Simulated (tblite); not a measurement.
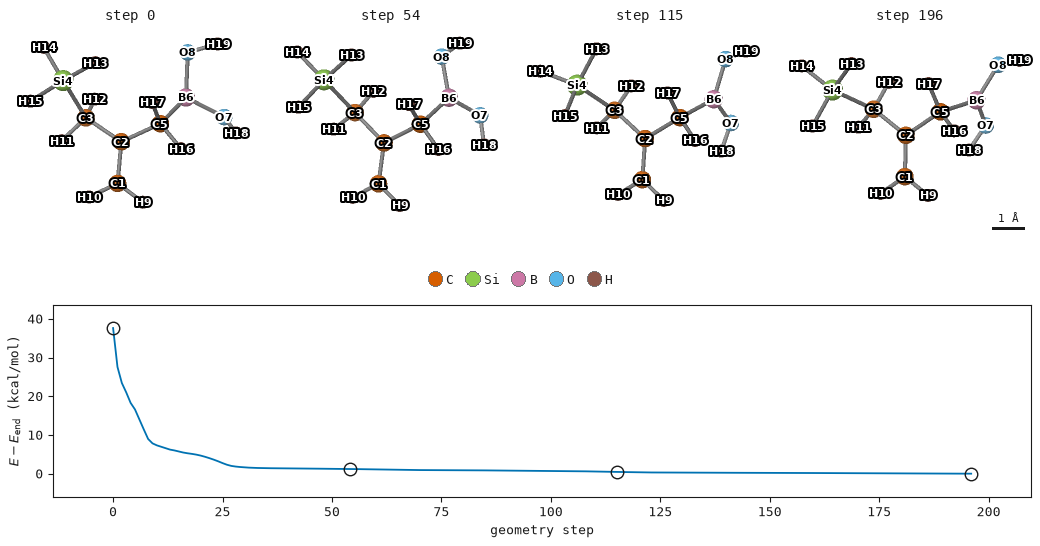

Frames of a relaxation of C$_{4}$H$_{11}$BO$_{2}$Si, marked on the history of the run. A ball-and-stick model, seen face on.

Computed with tblite 0.8.0, GFN2-xTB geometry optimisation, gas phase. 

Describe the path.

Over 196 geometry steps the energy falls by 37.6 kcal/mol. The atom that moves furthest after the best rigid fit is H18 (1.95 Å). Largest moves by element: H 1.95 Å, O 1.08 Å, C 0.48 Å, Si 0.46 Å, B 0.45 Å. Some distances before and after: B6–O8 1.463 → 1.347 Å, B6–O7 1.468 → 1.359 Å, O7–H18 1.001 → 0.959 Å, C3–H12 1.128 → 1.091 Å. Bond angles that change, for instance: C3–C2–C5 125.6° → 115.6°, B6–O7–H18 105.6° → 115.0°, B6–O8–H19 107.6° → 114.3°. Groups turn about C3–Si4 by about 30°, C2–C5 by about 25°, C2–C3 by about 25°. From step 0 to 54: H19 moves most (0.84 Å), energy −36.4 kcal/mol. From step 54 to 115: H19 moves most (0.91 Å), energy −0.77 kcal/mol. From step 115 to 196: H atoms move most (0.65 Å), energy −0.44 kcal/mol.

```
step  E − E(0), kcal/mol
   0                0.00
   1              -10.05
   2              -14.19
   3              -16.62
   4              -19.33
   5              -21.02
   6              -23.59
   7              -26.16
   8              -28.65
   9              -29.78
  10              -30.30
  20              -32.94
  30              -35.97
  39              -36.24
  49              -36.34
  59              -36.51
  69              -36.67
  79              -36.71
  88              -36.78
  98              -36.90
 108              -37.01
 118              -37.22
 127              -37.33
 137              -37.37
 147              -37.39
 157              -37.42
 167              -37.47
 176              -37.51
 186              -37.58
 196              -37.61
```
